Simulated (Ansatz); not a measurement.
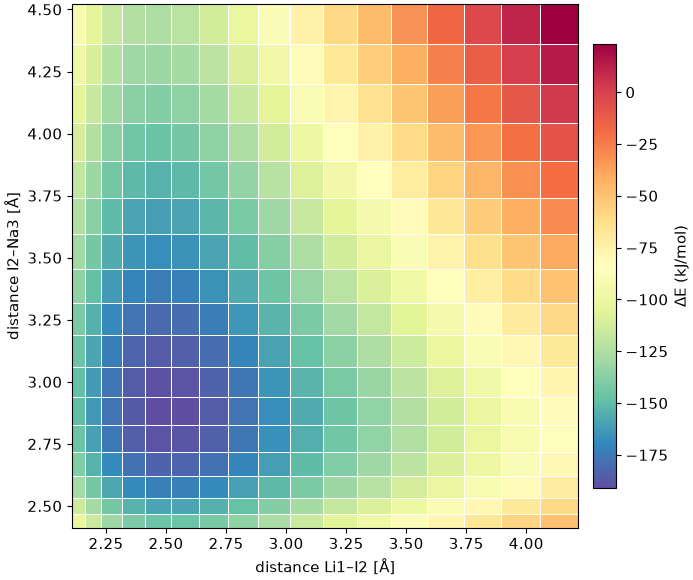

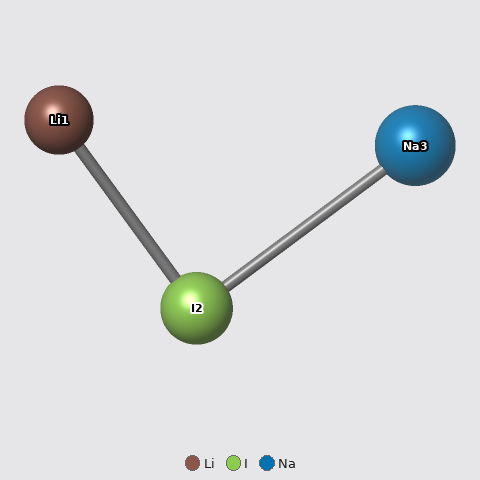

Energy landscape of the system Li⁺ + INa. First axis: distance Li1–I2. Second axis: distance I2–Na3. Nothing is relaxed (the angle Li1–I2–Na3 is fixed at 90 degrees). The grid has 17 × 17 points. Points are written as (first, second). Energies: kJ/mol, counted from Li with charge +1 far from the relaxed INa (each part in its own basis). The D4 coefficients can switch as the alkali atoms part, which puts small steps into the map. Method: RKS PBE0-D4/def2-TZVPD (Ansatz).

The picture shows one coloured cell a grid point. The second picture is the structure at the lowest point.

Q: What does the map say about the system?

A: The lowest grid point is at (2.466 Å, 2.881 Å), −191 kJ/mol from Li with charge +1 far from the relaxed INa (each part in its own basis). The highest grid point, (4.136 Å, 4.440 Å), lies 215 kJ/mol above the lowest.

The values on the grid:

```
distance I2–Na3 ↓, distance Li1–I2 →  2.136  2.270  2.466  2.695  2.948  3.222  3.512  3.817  4.136
                               4.279    −98   −123   −132   −120    −96    −68    −41    −13     14
                               3.967   −111   −137   −146   −136   −113    −86    −61    −33     −8
                               3.669   −125   −150   −161   −152   −130   −105    −81    −54    −30
                               3.387   −135   −162   −174   −166   −145   −121    −97    −72    −50
                               3.123   −146   −173   −186   −179   −160   −137   −114    −90    −69
                               2.881   −149   −177   −191   −185   −167   −145   −124   −101    −81
                               2.667   −140   −168   −183   −178   −161   −140   −120    −99    −79
                               2.494   −115   −144   −159   −155   −138   −118   −100    −79    −60
```

The table holds every second grid line.

Each point was launched as `ansatz run input.yaml --threads 1 --pin off --max-ram 2560MiB --backend cpu --events-out ev --progress --plain --runs-dir out`. Time for the 289 points that were run: 18 min on 1 thread of Arm Neoverse V2, with other jobs on the host.
